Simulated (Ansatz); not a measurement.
Results of r²SCAN-D4 in Ansatz (PAW) for L1₂ (Cu3Au-type) Pt3Ti.

Settings: plane-wave cutoff 560 eV, 14×14×14 k mesh, Fermi–Dirac smearing 0.05 eV, no spin polarisation, scalar-relativistic PAW data made under PBE.

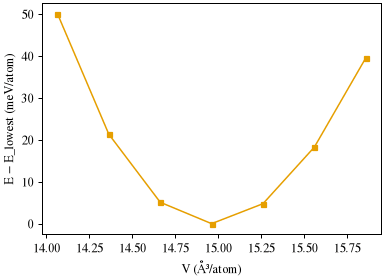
Total energy against volume

Q: From the curve, estimate the equilibrium volume and the bulk modulus.

A: V0 ≈ 15.0 Å³/atom and B0 ≈ 260 GPa; the fit gives V0 = 14.961 Å³/atom, B0 = 264 GPa, B′ = 5.0.

Measured, for comparison: equilibrium volume per atom 15.01 Å³/atom (temperature not stated, not corrected to a static lattice; as tabulated in Molecular Dynamics Simulations of PtTi High-Temperature Shape Memory Alloys …). Computed (rounded) less measured: equilibrium volume per atom -0.3 %. A static lattice is as a rule a little smaller and stiffer than an uncorrected measurement, which narrows the difference in the equilibrium volume per atom and would widen misses of the other sign.

Spin–orbit coupling is not included.

Ansatz is an electronic-structure program.
